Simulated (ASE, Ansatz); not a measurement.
**Convergence of a linear-scaling basis for Nb(100)/C(110) interface (68 atoms)**

Wanted: errors and times of a linear-scaling basis for Nb(100)/C(110) interface (68 atoms). A setting counts as converged where the r.m.s. difference of forces stays under 1 % of the r.m.s. force.

Method: Kohn-Sham DFT, PBE, PAW (set soft_2), plane waves, in Ansatz 0.2.0.

## Step 1: Starting point

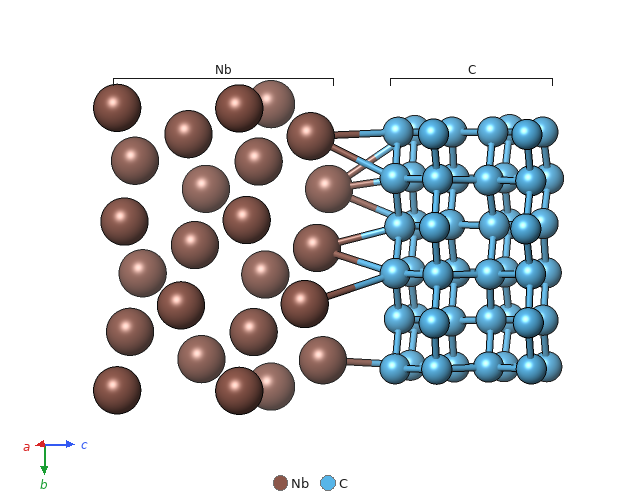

The cell as given, from the side, with the c axis across the page (niobium brown, carbon blue). Some periodic images of atoms are drawn too.

The cell holds 68 atoms: 20 Nb and 48 C. Cell: a = 7.134 Å, b = 7.567 Å, c = 22.999 Å, α = 90.0°, β = 90.0°, γ = 90.0°. It derives from Nb and C. Bcc Nb(100), 4 repeat layers, 5 surface cells, strained -3.32 and +2.54 %; diamond-structure C(110), 4 layers, 6 cells, -0.00 and -0.00 %; outer planes 2.25 Å apart, 12 Å of vacuum above; not relaxed, displaced by a Gaussian of 0.02 Å. Regions: Nb, 20 atoms (20 Nb); C, 48 atoms (48 C). Vacuum lies along c.

Limits known from the start: The host structure and its lattice constant were typed by rule, without a check against the phase diagram. Beside vacuum, support functions can miss their usual error bounds without a warning.

## Step 2: Plane-wave single point

The first run fixes the reference, at a cutoff of 420 eV.

Input file input.yaml:

```yaml
crystal:
  lattice:
    - [7.134, 0.0, 0.0]
    - [0.0, 7.5667, 0.0]
    - [0.0, 0.0, 22.99872]
  atoms:
    - { symbol: Nb, position: [0.79981, 0.40563, 0.2618] }
    - { symbol: Nb, position: [0.70201, 0.09712, 0.33325] }
    - { symbol: Nb, position: [0.80358, 0.39919, 0.40535] }
    - { symbol: Nb, position: [0.49664, 0.50216, 0.47631] }
    - { symbol: Nb, position: [0.59373, 0.799, 0.26069] }
    - { symbol: Nb, position: [0.50224, 0.49287, 0.33338] }
    - { symbol: Nb, position: [0.60003, 0.79903, 0.40593] }
    - { symbol: Nb, position: [0.29942, 0.9028, 0.47594] }
    - { symbol: Nb, position: [0.40012, 0.19633, 0.25926] }
    - { symbol: Nb, position: [0.29542, 0.89974, 0.33327] }
    - { symbol: Nb, position: [0.40286, 0.19813, 0.40444] }
    - { symbol: Nb, position: [0.10378, 0.29955, 0.47592] }
    - { symbol: Nb, position: [0.20122, 0.59769, 0.26085] }
    - { symbol: Nb, position: [0.09343, 0.30016, 0.33104] }
    - { symbol: Nb, position: [0.19694, 0.60128, 0.40454] }
    - { symbol: Nb, position: [0.89839, 0.69485, 0.47696] }
    - { symbol: Nb, position: [0.99416, 3.0e-05, 0.26052] }
    - { symbol: Nb, position: [0.90145, 0.70018, 0.33186] }
    - { symbol: Nb, position: [0.00027, 0.00102, 0.40397] }
    - { symbol: Nb, position: [0.7012, 0.10359, 0.47665] }
    - { symbol: C, position: [0.54247, 0.75222, 0.5747] }
    - { symbol: C, position: [0.17363, 0.59019, 0.57396] }
    - { symbol: C, position: [0.29501, 0.59151, 0.63072] }
    - { symbol: C, position: [0.42284, 0.76136, 0.63098] }
    - { symbol: C, position: [0.54523, 0.75342, 0.68244] }
    - { symbol: C, position: [0.17288, 0.59129, 0.68435] }
    - { symbol: C, position: [0.29057, 0.59192, 0.73763] }
    - { symbol: C, position: [0.4224, 0.75756, 0.73871] }
    - { symbol: C, position: [0.54982, 0.09119, 0.57341] }
    - { symbol: C, position: [0.17447, 0.92187, 0.57399] }
    - { symbol: C, position: [0.29651, 0.92572, 0.62988] }
    - { symbol: C, position: [0.42094, 0.09233, 0.6319] }
    - { symbol: C, position: [0.54842, 0.08959, 0.68446] }
    - { symbol: C, position: [0.17365, 0.92621, 0.68356] }
    - { symbol: C, position: [0.29629, 0.92412, 0.73841] }
    - { symbol: C, position: [0.41816, 0.09168, 0.73837] }
    - { symbol: C, position: [0.04287, 0.75901, 0.5751] }
    - { symbol: C, position: [0.67522, 0.58905, 0.57477] }
    - { symbol: C, position: [0.79556, 0.59172, 0.62945] }
    - { symbol: C, position: [0.91689, 0.76126, 0.62951] }
    - { symbol: C, position: [0.05147, 0.75763, 0.68545] }
    - { symbol: C, position: [0.67001, 0.5913, 0.68543] }
    - { symbol: C, position: [0.79646, 0.58862, 0.73795] }
    - { symbol: C, position: [0.9235, 0.75901, 0.74018] }
    - { symbol: C, position: [0.54179, 0.42537, 0.57511] }
    - { symbol: C, position: [0.17094, 0.25496, 0.57562] }
    - { symbol: C, position: [0.29903, 0.2591, 0.62986] }
    - { symbol: C, position: [0.41779, 0.41993, 0.62931] }
    - { symbol: C, position: [0.54747, 0.42081, 0.68615] }
    - { symbol: C, position: [0.16907, 0.25794, 0.68386] }
    - { symbol: C, position: [0.29329, 0.25826, 0.74041] }
    - { symbol: C, position: [0.41902, 0.41565, 0.73864] }
    - { symbol: C, position: [0.05254, 0.09253, 0.57442] }
    - { symbol: C, position: [0.67004, 0.92692, 0.57425] }
    - { symbol: C, position: [0.79405, 0.92602, 0.62792] }
    - { symbol: C, position: [0.92219, 0.09177, 0.62887] }
    - { symbol: C, position: [0.05258, 0.08873, 0.6859] }
    - { symbol: C, position: [0.67362, 0.91988, 0.68419] }
    - { symbol: C, position: [0.79724, 0.92428, 0.73898] }
    - { symbol: C, position: [0.9206, 0.09237, 0.73837] }
    - { symbol: C, position: [0.05247, 0.42664, 0.57488] }
    - { symbol: C, position: [0.67256, 0.25299, 0.57459] }
    - { symbol: C, position: [0.79852, 0.25338, 0.62906] }
    - { symbol: C, position: [0.91809, 0.42242, 0.62986] }
    - { symbol: C, position: [0.04771, 0.42251, 0.6846] }
    - { symbol: C, position: [0.66818, 0.25875, 0.68378] }
    - { symbol: C, position: [0.79326, 0.25833, 0.73821] }
    - { symbol: C, position: [0.92287, 0.42659, 0.73719] }
kpoints:
  mp_grid: { grid: [2, 2, 1] }
hamiltonian:
  xc: pbe
scf:
  occupations: { method: fermi_dirac, width: 0.05 }
output:
  forces: true
  populations: true
  dos:
    method: { smearing: { sigma: 0.1 } }
    de: 0.1
    projected:
      site_lists:
        C: [20, 21, 22, 23, 24, 25, 26, 27, 28, 29, 30, 31, 32, 33, 34, 35, 36, 37, 38, 39, 40, 41, 42, 43, 44, 45, 46, 47, 48, 49, 50, 51, 52, 53, 54, 55, 56, 57, 58, 59, 60, 61, 62, 63, 64, 65, 66, 67]
        Nb: [0, 1, 2, 3, 4, 5, 6, 7, 8, 9, 10, 11, 12, 13, 14, 15, 16, 17, 18, 19]
  eigenvalues: true
  write_density: true
  write_potential: true
  volumetric_format: npy
  elf: true
```

Command:

```bash
$ ansatz run input.yaml --threads 4 --pin off --max-ram 8192MiB --backend cpu --events-out ev --progress --plain --runs-dir out
```

Numbers of over 12 decimals in the logs are rounded to 6 here.

Output:

```text
Engine: ansatz 0.2.0, aarch64-unknown-linux-gnu
Pseudopotentials: kind: paw
Pseudopotential: Nb, paw, valence charge 13, recommended cutoff 420 eV (normal), Nb.paw.azcp
Pseudopotential: C, paw, valence charge 4, recommended cutoff 420 eV (normal), C.paw.azcp
[... 5 lines on functional and potentials left out ...]
Crystal: 68 atoms, lattice volume = 1241.490 Å³
Basis set: ecut = 420 eV, 24235 PW (Γ), exchange–correlation on 96×108×320 points (8 copies of the dense FFT grid, shifted against one another)
Bands: 294, of which v1, the nominal top of the filled ones, is band 226 counted from 1 (225 counted from 0)
Symmetry: 1 space group operations
Space group: P1 (ITA 1), of the structure as read, at distance tolerance 1.1e-4 Å
k-points: 4
[... 5 lines on functional and potentials left out ...]
Initial density: superposition of atomic densities (neutral atoms: chi_scale 0, normalization atom), corrected by the library's trained network
Initial wavefunctions: pseudopotential atomic-orbital guess
Functional: x = pbe(κ = 0.804, μ = 0.219515), c = pbe(β = 0.066725)
SCF iter   1: F=—  HF=-103037.653336 eV  |F-HF|=—  |Δ(HF+E_count)|=         —  Δρ=2.38e-2  dr2=1.48e2  ethr=1.77e-3  ⟨swp⟩=10.0  Hψ=6537  notcnv=0  defer=47
preconditioner: auto → LDOS  [metal: Δε(μ)=0.004 eV  Ē_g=8.321 eV  σ=0.050 eV  W_gap=0.02  n_scr=252 (ndim 8)  ℏωp=18.0 eV  f_vac=0.380  D(μ)=37.43/eV (n_scr^D=264)  β→1.0]
SCF iter   2: F=—  HF=-103035.909827 eV  |F-HF|=—  |Δ(HF+E_count)|=    1.74e0  Δρ=1.68e-2  dr2=5.00e1  ethr=1.77e-3  ⟨swp⟩=2.0  Hψ=1615  notcnv=0  defer=151
SCF iter   3: F=—  HF=-103035.259069 eV  |F-HF|=—  |Δ(HF+E_count)|=   6.51e-1  Δρ=4.34e-3  dr2=3.63e0  ethr=1.77e-3  ⟨swp⟩=2.8  Hψ=1564  notcnv=0  defer=140
SCF iter   4: F=—  HF=-103035.234548 eV  |F-HF|=—  |Δ(HF+E_count)|=   2.45e-2  Δρ=1.49e-3  dr2=8.31e-2  ethr=8.03e-4  ⟨swp⟩=1.2  Hψ=1195  notcnv=0  defer=149
SCF iter   5: F=—  HF=-103035.231828 eV  |F-HF|=—  |Δ(HF+E_count)|=   2.72e-3  Δρ=7.62e-4  dr2=3.29e-2  ethr=1.84e-5  ⟨swp⟩=2.0  Hψ=1320  notcnv=0  defer=149
SCF iter   6: F=—  HF=-103035.231417 eV  |F-HF|=—  |Δ(HF+E_count)|=   4.10e-4  Δρ=3.86e-4  dr2=7.81e-3  ethr=7.27e-6  ⟨swp⟩=1.5  Hψ=1030  notcnv=0  defer=149
SCF iter   7: F=—  HF=-103035.231346 eV  |F-HF|=—  |Δ(HF+E_count)|=   7.18e-5  Δρ=1.04e-4  dr2=5.52e-4  ethr=1.73e-6  ⟨swp⟩=2.0  Hψ=1554  notcnv=0  defer=149
SCF iter   8: F=—  HF=-103035.231331 eV  |F-HF|=—  |Δ(HF+E_count)|=   1.42e-5  Δρ=3.97e-5  dr2=5.94e-5  ethr=1.22e-7  ⟨swp⟩=2.0  Hψ=1549  notcnv=0  defer=149
SCF iter   9: F=—  HF=-103035.232595 eV  |F-HF|=—  |Δ(HF+E_count)|=   1.26e-3  Δρ=1.81e-5  dr2=9.03e-6  ethr=1.31e-8  ⟨swp⟩=2.0  Hψ=1348  notcnv=0  defer=149
SCF iter  10: F=—  HF=-103035.232597 eV  |F-HF|=—  |Δ(HF+E_count)|=   2.05e-6  Δρ=7.70e-6  dr2=1.39e-6  ethr=2.00e-9  ⟨swp⟩=2.0  Hψ=1425  notcnv=0  defer=149
SCF iter  11: F=—  HF=-103035.232597 eV  |F-HF|=—  |Δ(HF+E_count)|=   1.53e-7  Δρ=3.90e-6  dr2=5.19e-7  ethr=3.08e-10  ⟨swp⟩=2.0  Hψ=1416  notcnv=0  defer=149
SCF iter  12: F=-103035.232597 eV  HF=-103035.232597 eV  |F-HF|=5.23e-8  |Δ(HF+E_count)|=   2.34e-8  Δρ=1.49e-6  dr2=6.97e-8  ethr=2.21e-11  ⟨swp⟩=22.2  Hψ=10647  notcnv=0
SCF 1 converged in 12 iterations: F = -103035.232597 eV  dr2 = 6.97e-8
  greatest PAW one-centre occupation: 0.998 electrons in one spin orbital (limit 2), on the Nb atom at site 9 (counted from 0), in its partial waves of l = 0
WARN: The output density's exchange-correlation potential varies sharply where the density is thin. Do not read a vacuum level from v_tot or v_xc, or from such a field of the output density. On a cell that repeats whose density bears no net charge and no dipole along the vacuum's axis use v_es (v_loc + v_h of the components); [...]
SCF converged after 12 iterations
Free energy (F): -103035.232597 eV
Harris-Foulkes:  -103035.232597 eV  (|F-HF|=5.23e-8)
Internal energy: -103034.804839 eV  (E = F + TS)
E sigma→0 (E₀):  -103035.018718 eV
Entropy (-TS):   -0.427758 eV (-6.291 meV/atom)
Fermi energy:    5.926040 eV
--- Per-component energies (eV) ---
  E_band       = -4964.052319
  E_kinetic    = 12141.863740
  E_local      = -277236.545789  (includes V_loc(G=0)·N_el)
  E_nonlocal   = 3679.236412
  E_hartree    = 132988.434720
  E_xc         = -5780.775328
  E_vxc        = -7069.681596  (∫ρ·V_xc dr)
  E_paw        = -66217.996201  (= ΣΔE_a)
  E_vpaw       = -2455.781713  (= ΣTr[D̂ρ^β])
  E_aug_tail   = 0.000509  (compensation charges beyond the density's cutoff)
  E_ewald      = 97390.977098
  E_smearing   = -0.427758  (= −TS)
  E_closure    = -0.000000  (closes the sum)
  Σ components = -103035.232597   (vs F -103035.232597, Δ=0.00e0)
--- Forces (eV/Å), atoms counted from 1 ---
  atom   1  Nb    -0.14397396     0.00095027     0.44318940
  atom   2  Nb    -0.16544105     0.09836779    -0.52504113
  atom   3  Nb    -0.24632065    -0.01397401    -0.82160925
  atom   4  Nb     0.44014173     0.85633236     2.97872119
  atom   5  Nb    -0.04582962     0.04301412     0.56402251
  atom   6  Nb    -0.14372104     0.34084270    -0.46307067
  atom   7  Nb     0.00631383     0.08295544    -0.82050523
  atom   8  Nb     0.55062747    -0.32586554     2.80883111
  atom   9  Nb    -0.03269105     0.00341384     0.83992392
  atom  10  Nb     0.30257185    -0.04568018    -0.54849972
  atom  11  Nb    -0.26198641     0.18476147    -0.72890809
  atom  12  Nb    -0.60095578     0.37638275     2.96178323
  atom  13  Nb     0.04966999     0.02790522     0.57571304
  atom  14  Nb     0.50819519    -0.08561206    -0.27662915
[...]
atom  67  C      5.31129931    -0.25952355    -1.01067436
  atom  68  C     -5.33503853    -0.39735706    -0.58540239
  max |Σ_I F_I| component: 1.43e-4 eV/Å
--- Band table (eV) ---
  k-point 0: bands = ["-49.1735", "-49.1278", "-49.1032", "-49.0921", [... 278 levels ...], "9.6645", "9.7626", "9.7997", "9.8736", "9.8828", "9.9357", "9.9642", "9.9966", "10.0223", "10.0869", "10.1191", "10.2759"]
[...]
--- Löwdin populations: 68 sites ---
  site symbol       q [e]
     0     Nb     12.9406
     1     Nb     12.9306
     2     Nb     12.9782
[...]
67      C      3.9750
  spilling = 0.005049 (of n_electrons = 452.000000)
```

The job ended after 69 s (4 threads of Arm Neoverse V2, shared host; peak memory 6.3 GiB).

The program notes that the exchange-correlation potential is rough where the density is thin.

The run gave:

```
free energy                             : -103035.2326 eV
free energy per atom                    : -1515.2240 eV/atom
SCF cycles                              : 12
r.m.s. force component                  : 1.633 eV/Å
longest force                           : 5.562 eV/Å
Fermi energy                            : 5.926 eV
levels partly filled by over 2 per cent : 34
spilling of the projection              : 0.005049
```

The r.m.s. force component of 1.6 eV/Å sets the scale for the differences below.

## Step 3: Support functions medium

The cell is solved in localised support functions.

This step: Kohn-Sham DFT, PBE, PAW (set soft_2), localised support functions (medium) (Ansatz 0.2.0).

input.yaml, the sections that differ from step 2:

```yaml
scf:
  occupations: { method: fermi_dirac, width: 0.05 }
  eigensolver: { kind: { support_functions: { accuracy: medium } } }
  mixing: { beta: 0.2 }
  max_iter: 150
output:
  forces: true
# crystal, kpoints, hamiltonian: as in step 2
```

Output:

```text
Warning: scf.eigensolver.kind.support_functions: disabling space-group detection — the functions' gradient is summed over unrotated k-points, so no spatial operation reduces the k-mesh or symmetrises the density; time reversal is kept, so that k and −k are solved as one point where they differ and the mesh holds both, and exact exchange and, on two spinor components, a DFT+U term hold to it where the run has them: [...]
settings of this run that can trade accuracy for cost: scf.eigensolver.kind.support_functions [...]
[...]
Crystal: 68 atoms, lattice volume = 1241.490 Å³
Basis set: ecut = 420 eV, 24235 PW (Γ), exchange–correlation on 96×108×320 points (8 copies of the dense FFT grid, shifted against one another)
Bands: 272, of which v1, the nominal top of the filled ones, is band 226 counted from 1 (225 counted from 0)
Symmetry: 1 space group operations
k-points: 4
[...]
SCF iter   1: F=—  HF=-103064.491048 eV  |F-HF|=—  |Δ(HF+E_count)|=         —  Δρ=1.02e-1  dr2=9.76e2  ethr=1.00e-1
[...]
SCF iter  26: F=—  HF=-103035.408681 eV  |F-HF|=—  |Δ(HF+E_count)|=   7.26e-7  Δρ=1.41e-5  dr2=3.38e-6  ethr=1.09e-9  κ⁻¹=2.4e-5(r=7)
SCF iter  27: F=-103035.408682 eV  HF=-103035.408682 eV  |F-HF|=4.14e-7  |Δ(HF+E_count)|=   9.12e-7  Δρ=6.08e-6  dr2=8.35e-7  ethr=7.47e-10
SCF 1 converged in 27 iterations: F = -103035.424221 eV  dr2 = 8.35e-7
[...]
SCF converged after 27 iterations
Stability not checked: this state was not tested for a lower state beside it, because the mixer in use, unlike msr1, does not test its closes by its own steps (another_mixer; see scf.mixing.algorithm and scf.lower_state_search)
Free energy (F): -103035.424221 eV
[...]
Internal energy: -103034.997013 eV  (E = F + TS)
E sigma→0 (E₀):  -103035.210617 eV
Entropy (-TS):   -0.427208 eV (-6.282 meV/atom)
Fermi energy:    5.926202 eV
[...]
Σ components = -103035.424221   (vs F -103035.424221, Δ=0.00e0)
--- Forces (eV/Å), atoms counted from 1 ---
  atom   1  Nb    -0.14356126     0.00087182     0.44359300
  atom   2  Nb    -0.16526797     0.09846681    -0.52443664
  atom   3  Nb    -0.24621543    -0.01364753    -0.82216049
  atom   4  Nb     0.44038953     0.85676873     2.97808643
[...]
atom  68  C     -5.33435598    -0.39775929    -0.58600423
  max |Σ_I F_I| component: 1.58e-2 eV/Å
--- Band table (eV) ---
[...]
guard bands above this table: 33 of the run's 272 bands (output.publish_guard_bands: true publishes all)
[...]
```

Wall time 2.7 min (4 threads); peak memory 2.7 GiB.

The program notes that the band table was not solved further than the SCF left it and it switched symmetry off.

Keys that differ from the reference: support_functions.accuracy = "medium", scf.max_iter = 150 and scf.mixing.beta = 0.2.

Forces differ from the reference by 0.58 meV/Å r.m.s., 0.036 % of their size, well within a tolerance of 1 %; the energy by -2.8 meV/atom. It took 2.7 min and 27 cycles; the reference's time can't be set against it, since the two runs asked for unlike analyses.

## Step 4: Support functions low

The cell is solved in localised support functions.

This step: Kohn-Sham DFT, PBE, PAW (set soft_2), localised support functions (low) (Ansatz 0.2.0).

input.yaml, the sections that differ from step 3:

```yaml
scf:
  occupations: { method: fermi_dirac, width: 0.05 }
  eigensolver: { kind: { support_functions: { accuracy: low } } }
  mixing: { beta: 0.2 }
  max_iter: 150
# crystal, kpoints, hamiltonian, output: as in step 3
```

Output:

```text
[...]
Crystal: 68 atoms, lattice volume = 1241.490 Å³
Basis set: ecut = 420 eV, 24235 PW (Γ), exchange–correlation on 96×108×320 points (8 copies of the dense FFT grid, shifted against one another)
Bands: 272, of which v1, the nominal top of the filled ones, is band 226 counted from 1 (225 counted from 0)
Symmetry: 1 space group operations
k-points: 4
[...]
SCF iter   1: F=—  HF=-103064.487581 eV  |F-HF|=—  |Δ(HF+E_count)|=         —  Δρ=1.02e-1  dr2=9.76e2  ethr=1.00e-1
[...]
SCF iter  23: F=—  HF=-103035.406375 eV  |F-HF|=—  |Δ(HF+E_count)|=   1.11e-3  Δρ=4.01e-5  dr2=2.07e-5  ethr=1.41e-8  κ⁻¹=8.6e-7(r=7)
SCF iter  24: F=-103035.407326 eV  HF=-103035.407328 eV  |F-HF|=1.57e-6  |Δ(HF+E_count)|=   9.53e-4  Δρ=1.73e-5  dr2=5.60e-6  ethr=4.58e-9
SCF 1 converged in 24 iterations: F = -103035.424145 eV  dr2 = 5.60e-6
[...]
SCF converged after 24 iterations
[...]
Free energy (F): -103035.424145 eV
[...]
Internal energy: -103034.997004 eV  (E = F + TS)
E sigma→0 (E₀):  -103035.210575 eV
Entropy (-TS):   -0.427142 eV (-6.281 meV/atom)
Fermi energy:    5.926160 eV
[...]
Σ components = -103035.424145   (vs F -103035.424145, Δ=0.00e0)
--- Forces (eV/Å), atoms counted from 1 ---
  atom   1  Nb    -0.14377861     0.00094385     0.44357135
  atom   2  Nb    -0.16509683     0.09832504    -0.52393825
  atom   3  Nb    -0.24634228    -0.01372184    -0.82259808
  atom   4  Nb     0.44015866     0.85680907     2.97826167
[...]
atom  68  C     -5.33486870    -0.39805302    -0.58671639
  max |Σ_I F_I| component: 1.60e-2 eV/Å
--- Band table (eV) ---
[...]
```

Run time: 2.5 min. Hardware: 4 threads; peak memory 2.6 GiB.

Keys that differ from the reference: support_functions.accuracy = "low", scf.max_iter = 150 and scf.mixing.beta = 0.2.

Forces differ from the reference by 0.64 meV/Å r.m.s., 0.039 % of their size, well within a tolerance of 1 %; the energy by -2.8 meV/atom. It took 2.5 min and 24 cycles; the reference's time can't be set against it, since the two runs asked for unlike analyses.

(Part 1 of 2 ends here.)

[Logs are printed without paths, hosts, clocks, repeated set-up lines and the standing remarks that a program may print on its own settings, such as how far it seeks lower states.]

[Hosts, paths, dates, database ids (printed as entryN), source tags and the programs' standing remarks are cut or masked in the printed files.]
